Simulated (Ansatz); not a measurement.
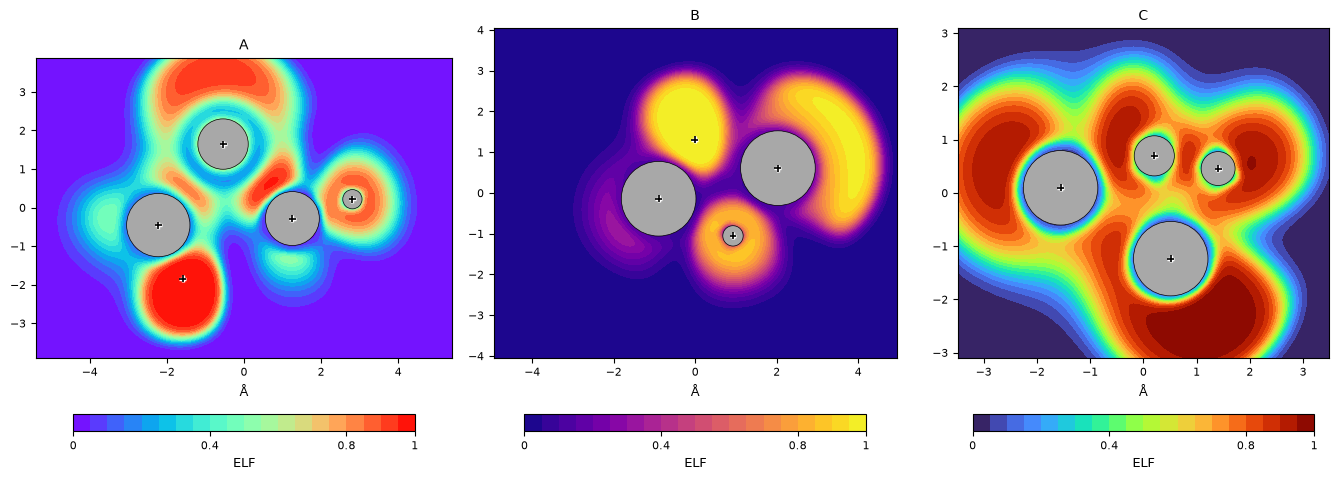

The ELF of 3 systems, each on a plane through atoms (crosses mark nuclei in the plane; grey discs cover the cores).

Method: isolated molecule in a Gaussian basis; Kohn-Sham density functional theory, functional PBE0 (Ansatz 0.2.0).

System 1: FGa₂H₅Si, the plane of atoms Ga2, F1 and Ga3. Geometry: BLYP-D3(BJ)/def2-SVP.

```yaml
atoms:
  - { symbol: F, position_ang: [-1.8088, 1.6169, -0.2404] }
  - { symbol: Ga, position_ang: [-1.5331, 2.1470, -2.1436] }
  - { symbol: Ga, position_ang: [0.1273, 1.1182, 0.1621] }
  - { symbol: Si, position_ang: [0.0353, -1.2964, 0.3497] }
  - { symbol: H, position_ang: [0.4268, 1.5754, -1.4369] }
  - { symbol: H, position_ang: [-0.7026, -1.8770, -0.8284] }
  - { symbol: H, position_ang: [-0.6678, -1.7584, 1.5963] }
  - { symbol: H, position_ang: [1.4155, -1.8975, 0.3535] }
  - { symbol: H, position_ang: [0.5941, 2.2360, 1.1769] }
```

System 2: FGeH₅SiSn (SMILES F[SiH2][Sn][GeH3]), the plane of atoms Ge2, Sn4 and Si3. Geometry: r2SCAN-D4/def2-SVP; core potentials replace the inner electrons of Sn.

```xyz
9

F    -3.9226    2.0413    0.8535
Ge    0.9793    0.8120    0.3434
Si   -2.4273    1.3722    0.7874
Sn   -0.4504    3.0874    0.4540
H    -2.2173    0.6317    2.0762
H    -2.4525    0.3538   -0.3141
H     0.2327   -0.4854    0.7258
H     1.4516    0.6340   -1.1166
H     2.2498    0.8825    1.2135
```

System 3: CHNSi₂, the plane of atoms N2, Si4 and Si3. Geometry: PBE0-D3(BJ)/pcseg-1.

```json
{"atom": "C", "x (Å)": "-0.2514", "y (Å)": "0.6366", "z (Å)": "1.4693"}
{"atom": "N", "x (Å)": "-1.0793", "y (Å)": "0.2816", "z (Å)": "0.6340"}
{"atom": "Si", "x (Å)": "1.2867", "y (Å)": "0.2461", "z (Å)": "2.4466"}
{"atom": "Si", "x (Å)": "0.4051", "y (Å)": "-0.9109", "z (Å)": "0.4635"}
{"atom": "H", "x (Å)": "2.1094", "y (Å)": "1.1461", "z (Å)": "1.5306"}
```

Question: Which map belongs to which system?

Answer: Panel A is system 2, FGeH₅SiSn: the plane holds F, Ge, Si, Sn and H. Si–F (1.64 Å): the ELF peaks at about 0.85 in the valence shell of F, 0.6 Å from its nucleus, and is about 0.45 at the midpoint. Panel B is system 1, FGa₂H₅Si: the plane holds F, Ga and H. Ga–F (1.99 Å): the ELF is about 0.15 at the midpoint. Panel C is system 3, CHNSi₂: the plane holds C, N and Si. C–N (1.23 Å): the ELF peaks at about 0.90 between the atoms (a multiple bond).
